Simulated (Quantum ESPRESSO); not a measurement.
## How PbF2 (Fluorocronite) absorbs and reflects light

Wanted: where PbF2 (Fluorocronite) starts to absorb, how strongly, and its refractive index. The cell comes from an older database entry, whose edges can differ from later determinations, mostly by under a per cent.

Method: DFT, PBE, plane waves with norm-conserving potentials (PseudoDojo), scalar-relativistic, independent-particle optical response without local fields and without the non-local commutator, in Quantum ESPRESSO 7.5.

The database entry behind the starting cell differs from later determinations by our own check (0.1 to 0.3 % short, probably kX units), so it need not match the best structure at ambient conditions.

### 1. The starting structure

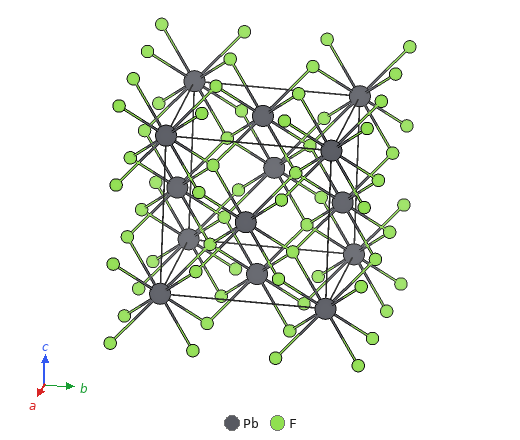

Start, viewed slightly off an axis; lead dark grey, fluorine green. This picture shows the conventional cell, with its axes. Some periodic images of atoms are drawn too.

### 2. Ground state

The self-consistent density comes first; it also tells whether there is a gap, which decides the occupations and the need for a Drude term.

This step: DFT, PBE, plane waves with norm-conserving potentials (PseudoDojo), scalar-relativistic, ground state (Quantum ESPRESSO 7.5).

Input file scf.in:

```
&control
  calculation = 'scf'
  prefix = 'x'
  outdir = './tmp'
  pseudo_dir = './'
  verbosity = 'high'
/
&system
  ibrav = 0
  nat = 3
  ntyp = 2
  ecutwfc = 90
  occupations = 'smearing'
  smearing = 'fd'
  degauss = 0.003675
  nbnd = 18
/
&electrons
  conv_thr = 1e-09
  electron_maxstep = 100
/
ATOMIC_SPECIES
  Pb 1.0 Pb.upf
  F 1.0 F.upf
CELL_PARAMETERS angstrom
  0.000000000000 2.963660000000 2.963660000000
  2.963660000000 0.000000000000 2.963660000000
  2.963660000000 2.963660000000 0.000000000000
ATOMIC_POSITIONS crystal
  Pb 0.000000000000 0.000000000000 0.000000000000
  F 0.750000000000 0.750000000000 0.750000000000
  F 0.250000000000 0.250000000000 0.250000000000
K_POINTS automatic
  7 7 7 0 0 0
```

Launch:

```console
$ mpirun -n 4 pw.x -nk 4 -in scf.in
```

What it wrote:

```text
for quantum simulation of materials; please cite

     using ibrav=0 with symmetry is DISCOURAGED, use correct ibrav instead

     G-vector sticks info
     --------------------
     sticks:   dense  smooth     PW     G-vecs:    dense   smooth      PW
     Sum        1555    1555    439                40677    40677    6231

     Using Slab Decomposition

     bravais-lattice index     =            0
     lattice parameter (alat)  =       7.9203  a.u.
     unit-cell volume          =     351.3272 (a.u.)^3
     number of atoms/cell      =            3
     number of atomic types    =            2
     number of electrons       =        28.00
     number of Kohn-Sham states=           18
     kinetic-energy cutoff     =      90.0000  Ry
     charge density cutoff     =     360.0000  Ry
     scf convergence threshold =      1.0E-09
     mixing beta               =       0.7000
     number of iterations used =            8  plain     mixing
     Exchange-correlation= PBE
                           (   1   4   3   4   0   0   0)

     celldm(1)=   7.920311  celldm(2)=   0.000000  celldm(3)=   0.000000
     celldm(4)=   0.000000  celldm(5)=   0.000000  celldm(6)=   0.000000

     crystal axes: (cart. coord. in units of alat)
               a(1) = (   0.000000   0.707107   0.707107 )
               a(2) = (   0.707107   0.000000   0.707107 )
               a(3) = (   0.707107   0.707107   0.000000 )

     reciprocal axes: (cart. coord. in units 2 pi/alat)
               b(1) = ( -0.707107  0.707107  0.707107 )
               b(2) = (  0.707107 -0.707107  0.707107 )
               b(3) = (  0.707107  0.707107 -0.707107 )

     ./Pb.upf
     Pseudo is Norm-conserving + core correction, Zval = 14.0
     Generated using ONCVPSP code by D. R. Hamann
     Using radial grid of 1678 points,  6 beta functions with:
                l(1) =   0
                l(2) =   0
                l(3) =   1
                l(4) =   1
                l(5) =   2
                l(6) =   2

     ./F.upf
     Pseudo is Norm-conserving + core correction, Zval =  7.0
     Generated using ONCVPSP code by D. R. Hamann
     Using radial grid of  832 points,  5 beta functions with:
                l(1) =   0
                l(2) =   0
                l(3) =   1
                l(4) =   1
                l(5) =   2

     atomic species   valence    mass     pseudopotential
     Pb               14.00     1.00000     Pb( 1.00)
     F                 7.00     1.00000     F ( 1.00)

     48 Sym. Ops., with inversion, found

                                    s                        frac. trans.

     [... symmetry matrices left out ...]
   Cartesian axes

     site n.     atom                  positions (alat units)
         1        Pb     tau(   1) = (   0.0000000   0.0000000   0.0000000  )
         2        F      tau(   2) = (   1.0606602   1.0606602   1.0606602  )
         3        F      tau(   3) = (   0.3535534   0.3535534   0.3535534  )

   Crystallographic axes

     site n.     atom                  positions (cryst. coord.)
         1        Pb     tau(   1) = (  0.0000000  0.0000000  0.0000000  )
         2        F      tau(   2) = (  0.7500000  0.7500000  0.7500000  )
         3        F      tau(   3) = (  0.2500000  0.2500000  0.2500000  )

     number of k points=    20  Fermi-Dirac smearing, width (Ry)=  0.0037
                       cart. coord. in units 2pi/alat
        k(    1) = (   0.0000000   0.0000000   0.0000000), wk =   0.0058309
        k(    2) = (   0.1010153   0.1010153  -0.1010153), wk =   0.0466472
        k(    3) = (   0.2020305   0.2020305  -0.2020305), wk =   0.0466472
        k(    4) = (   0.3030458   0.3030458  -0.3030458), wk =   0.0466472
        k(    5) = (   0.2020305  -0.0000000   0.0000000), wk =   0.0349854
        k(    6) = (   0.3030458   0.1010153  -0.1010153), wk =   0.1399417
        k(    7) = (   0.4040610   0.2020305  -0.2020305), wk =   0.1399417
        k(    8) = (  -0.2020305  -0.4040610   0.4040610), wk =   0.1399417
        k(    9) = (  -0.1010153  -0.3030458   0.3030458), wk =   0.1399417
        k(   10) = (  -0.0000000  -0.2020305   0.2020305), wk =   0.0699708
        k(   11) = (   0.4040610  -0.0000000   0.0000000), wk =   0.0349854
        k(   12) = (   0.5050763   0.1010153  -0.1010153), wk =   0.1399417
        k(   13) = (  -0.1010153  -0.5050763   0.5050763), wk =   0.1399417
        k(   14) = (   0.0000000  -0.4040610   0.4040610), wk =   0.0699708
        k(   15) = (   0.6060915  -0.0000000   0.0000000), wk =   0.0349854
        k(   16) = (  -0.0000000  -0.6060915   0.6060915), wk =   0.0699708
[...]
cryst. coord.
[...]
k(   13) = (  -0.0000000   0.2857143  -0.4285714), wk =   0.1399417
        k(   14) = (   0.0000000   0.2857143  -0.2857143), wk =   0.0699708
        k(   15) = (   0.0000000   0.4285714   0.4285714), wk =   0.0349854
        k(   16) = (   0.0000000   0.4285714  -0.4285714), wk =   0.0699708
        k(   17) = (   0.1428571   0.2857143   0.4285714), wk =   0.1399417
        k(   18) = (   0.1428571   0.2857143  -0.4285714), wk =   0.2798834
        k(   19) = (   0.1428571   0.4285714  -0.4285714), wk =   0.1399417
        k(   20) = (   0.1428571   0.4285714  -0.2857143), wk =   0.1399417

     Dense  grid:    40677 G-vectors     FFT dimensions: (  48,  48,  48)

     Initial potential from superposition of free atoms

     starting charge      27.9978, renormalised to      28.0000
     Starting wfcs are   17 randomized atomic wfcs +    1 random wfcs

     Self-consistent Calculation

     iteration #  1     ecut=    90.00 Ry     beta= 0.70
     Davidson diagonalization with overlap

            65 MiB given to the printing process from OS
            35 MiB allocation reported by mallinfo(arena+hblkhd)
------------------
     ethr =  1.00E-02,  avg # of iterations =  4.8

     total energy              =    -239.35047249 Ry
     estimated scf accuracy    <       0.46661874 Ry

     iteration #  2     ecut=    90.00 Ry     beta= 0.70
     Davidson diagonalization with overlap

            85 MiB given to the printing process from OS
            51 MiB allocation reported by mallinfo(arena+hblkhd)
------------------
     ethr =  1.67E-03,  avg # of iterations =  2.0

     total energy              =    -239.44116855 Ry
     estimated scf accuracy    <       0.59768472 Ry

     iteration #  3     ecut=    90.00 Ry     beta= 0.70
     Davidson diagonalization with overlap

            85 MiB given to the printing process from OS
            52 MiB allocation reported by mallinfo(arena+hblkhd)
------------------
     ethr =  1.67E-03,  avg # of iterations =  2.0

     total energy              =    -239.56653895 Ry
     estimated scf accuracy    <       0.00428464 Ry

     iteration #  4     ecut=    90.00 Ry     beta= 0.70
     Davidson diagonalization with overlap

            89 MiB given to the printing process from OS
            53 MiB allocation reported by mallinfo(arena+hblkhd)
------------------
     ethr =  1.53E-05,  avg # of iterations =  2.1

     total energy              =    -239.56731788 Ry
     estimated scf accuracy    <       0.00043812 Ry

     iteration #  5     ecut=    90.00 Ry     beta= 0.70
     Davidson diagonalization with overlap

            89 MiB given to the printing process from OS
            55 MiB allocation reported by mallinfo(arena+hblkhd)
------------------
     ethr =  1.56E-06,  avg # of iterations =  2.2

     total energy              =    -239.56731833 Ry
     estimated scf accuracy    <       0.00005556 Ry

     iteration #  6     ecut=    90.00 Ry     beta= 0.70
     Davidson diagonalization with overlap

            89 MiB given to the printing process from OS
            56 MiB allocation reported by mallinfo(arena+hblkhd)
------------------
     ethr =  1.98E-07,  avg # of iterations =  2.0

     total energy              =    -239.56731562 Ry
     estimated scf accuracy    <       0.00003319 Ry

     iteration #  7     ecut=    90.00 Ry     beta= 0.70
     Davidson diagonalization with overlap

            89 MiB given to the printing process from OS
            57 MiB allocation reported by mallinfo(arena+hblkhd)
------------------
     ethr =  1.19E-07,  avg # of iterations =  1.0

     total energy              =    -239.56731797 Ry
     estimated scf accuracy    <       0.00000020 Ry

     iteration #  8     ecut=    90.00 Ry     beta= 0.70
     Davidson diagonalization with overlap

            93 MiB given to the printing process from OS
            58 MiB allocation reported by mallinfo(arena+hblkhd)
------------------
     ethr =  7.28E-10,  avg # of iterations =  2.5

     total energy              =    -239.56731807 Ry
     estimated scf accuracy    <       0.00000003 Ry

     iteration #  9     ecut=    90.00 Ry     beta= 0.70
     Davidson diagonalization with overlap

            93 MiB given to the printing process from OS
            60 MiB allocation reported by mallinfo(arena+hblkhd)
------------------
     ethr =  1.19E-10,  avg # of iterations =  2.0

     End of self-consistent calculation

          k = 0.0000 0.0000 0.0000 (  5029 PWs)   bands (ev):

   -15.7593 -15.1375  -9.1022  -9.1022  -9.1022  -9.0467  -9.0467   0.6426
     2.8091   2.8091   2.8091   3.3036   3.3036   3.3036  12.0614  12.0614
    12.0614  15.9401

     occupation numbers
     1.0000   1.0000   1.0000   1.0000   1.0000   1.0000   1.0000   1.0000
     1.0000   1.0000   1.0000   1.0000   1.0000   1.0000   0.0000   0.0000
     0.0000   0.0000

          k = 0.1010 0.1010-0.1010 (  5041 PWs)   bands (ev):

   -15.7205 -15.1729  -9.0944  -9.0944  -9.0609  -9.0464  -9.0464   0.3120
     2.6575   2.7695   2.7695   3.2718   3.2718   3.8105  11.4148  12.2235
    12.2235  17.0508

     occupation numbers
     1.0000   1.0000   1.0000   1.0000   1.0000   1.0000   1.0000   1.0000
     1.0000   1.0000   1.0000   1.0000   1.0000   1.0000   0.0000   0.0000
     0.0000   0.0000

          k = 0.2020 0.2020-0.2020 (  5039 PWs)   bands (ev):

   -15.6221 -15.2609  -9.0855  -9.0855  -9.0367  -9.0367  -8.9712  -0.2413
     2.4478   2.6827   2.6827   3.2004   3.2004   4.6229  10.6569  12.5942
    12.5942  18.3691

     occupation numbers
     1.0000   1.0000   1.0000   1.0000   1.0000   1.0000   1.0000   1.0000
     1.0000   1.0000   1.0000   1.0000   1.0000   1.0000   0.0000   0.0000
     0.0000   0.0000

     [... further k points left out ...]

     the Fermi energy is     8.0392 ev

!    total energy              =    -239.56731808 Ry
     estimated scf accuracy    <          4.3E-10 Ry
     smearing contrib. (-TS)   =      -0.00000000 Ry
     internal energy E=F+TS    =    -239.56731808 Ry

     The total energy is F=E-TS. E is the sum of the following terms:
     one-electron contribution =     -78.00303322 Ry
     hartree contribution      =      58.55649465 Ry
     xc contribution           =     -62.17949178 Ry
     ewald contribution        =    -157.94128773 Ry

     convergence has been achieved in   9 iterations

     XML data file, charge density, pseudopotentials, collected wavefunctions

                                        0.00s GPU  (     162 calls)

=------------------------------------------------------------------------------=
   JOB DONE.
=------------------------------------------------------------------------------=
```

The job ended after 6 s (4 MPI ranks of Arm Neoverse V2, shared host; peak memory 0.09 GiB; 24 s of CPU time).

Numbers from this step:

| Quantity | Value |
| --- | --- |
| total energy | -239.6 Ry |
| gap on the k-mesh | 4.474 eV |
| direct gap on the mesh | 4.688 eV |

There is a gap, 4.47 eV on this mesh (points off the mesh can give less), so no carriers' term is needed.

(Continued in part 2 of 3.)

[Machine, clock, banner and «Message from routine» lines are left out of the logs.]

[Logs are printed without paths, hosts, clocks, repeated set-up lines and the standing remarks that a program may print on its own settings, such as how far it seeks lower states.]

[Hosts, paths, dates, database ids (printed as entryN), source tags and the programs' standing remarks are cut or masked in the printed files.]
